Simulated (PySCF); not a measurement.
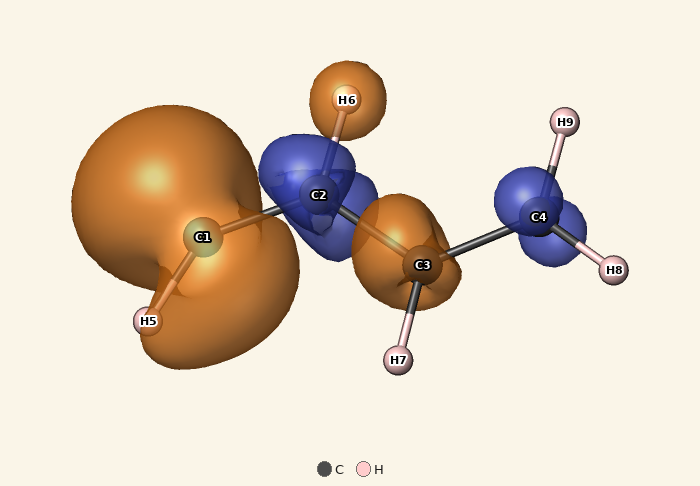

Figure 1: C₄H₅, doublet, SMILES `[CH]=CC=C`. Spin density ρα − ρβ at ±0.03 e/Å³ (orange: excess α, blue: excess β).

Level of theory: ωB97X/6-311G** (PySCF), at a geometry from GFN2-xTB. No frequency check shows the geometry to be a minimum. The stability of the open-shell solution wasn't checked. GFN2-xTB doesn't know the spin state, so this open-shell geometry is rough.

Input script:

```python
import numpy as np
from pyscf import gto, scf, dft
from pyscf.scf import atom_ks, atom_hf
from scipy.linalg import block_diag

def solve(mol, dm0=None, hcore=None):
    mf = (dft.UKS if mol.spin else dft.RKS)(mol, xc='wb97x')
    mf.grids.level = 3
    mf = mf.density_fit(auxbasis='def2-universal-jkfit')
    mf.conv_tol, mf.max_cycle = 1e-8, 80
    if hcore is not None:
        mf.get_hcore = lambda *args: hcore
    mf.kernel(dm0)
    if not mf.converged:
        mf = mf.newton().run(mf.mo_coeff, mf.mo_occ, max_cycle=30)
    assert mf.converged, 'SCF not converged'
    return mf

mol = gto.M(atom='''
C      1.91031     0.02334     0.00000
C      0.68721    -0.41485     0.00000
C     -0.52060     0.41828     0.00000
C     -1.74622    -0.08625     0.00000
H      2.42561     0.95590     0.00000
H      0.48966    -1.48238     0.00000
H     -0.35641     1.48693     0.00000
H     -2.61850     0.54556     0.00000
H     -1.92456    -1.14915     0.00000
''', basis='6-311g**', charge=0, spin=1, verbose=4)
mf = solve(mol)
mf.analyze()
# spherically averaged free atoms, for the promolecule
atm = atom_ks.get_atm_nrks(mol, xc='wb97x')
pro = block_diag(*[(atm[a[0]][2] * atm[a[0]][3]) @ atm[a[0]][2].T for a in mol._atom])
np.savez('result.npz', e=mf.e_tot, c=mf.mo_coeff, occ=mf.mo_occ, eps=mf.mo_energy, pro=pro, dip=mf.dip_moment(verbose=0), s2=mf.spin_square()[0])
```

Launched as:

```sh
OMP_NUM_THREADS=1 python input.py
```

The run took 43 s on 1 thread of Intel(R) Xeon(R) Processor @ 2.50GHz (Skylake/Cascade Lake), with other jobs on the host, peak memory 0.46 GiB.

Partitions, critical points and surface values were worked out afterwards from this run's density.

**Where is the unpaired spin?**

Hirshfeld spin populations: C1 +0.86, H5 +0.07 and C3 +0.07. Spin polarisation leaves negative spin on C4 (−0.04). ⟨S²⟩ = 0.77, against 0.75 for a pure state. The picture also shows regions of β spin from spin polarisation; the Hirshfeld sums, whose atoms overlap, net them against the α spin of neighbours.
